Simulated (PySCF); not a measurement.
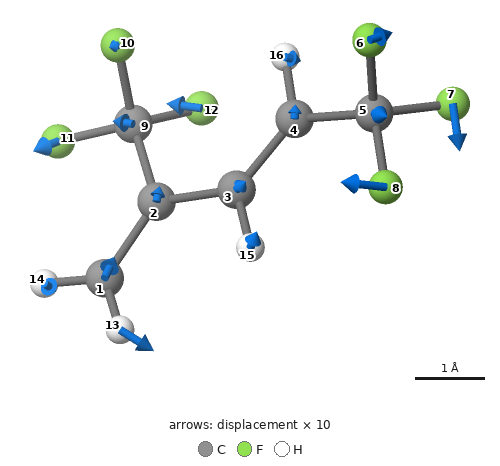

This is a relaxation of C6H4F6. The starting structure is drawn; blue arrows show the displacements, 10 times their true length. The two geometries are superimposed by the best rigid fit.

A ball-and-stick model, seen at a tilt.

The start comes from GFN2-xTB. Its atoms were then displaced at random by about 0.01 Å.

The calculation used PBE0-D3(BJ)/def2-SVP geometry optimisation, gas phase (PySCF). 

**What happened in the run?**

The largest move after the best rigid fit is that of F8, 0.076 Å. Largest moves by element: F 0.076 Å, H 0.059 Å, C 0.048 Å. Among the contacts that change: C1–H13 1.015 → 1.092 Å, C4–C5 1.461 → 1.493 Å, C5–F6 1.357 → 1.338 Å, C2–C3 1.441 → 1.460 Å. Among the angles between lasting bonds that change: C2–C1–H14 118.8° → 121.5°, C1–C2–C9 121.8° → 119.5°, C3–C2–C9 116.5° → 118.7°. Over 7 geometry steps the energy falls by 5.13 kcal/mol. The run took 85 s on 2 threads of Intel(R) Xeon(R) 6975P-C (shared host).
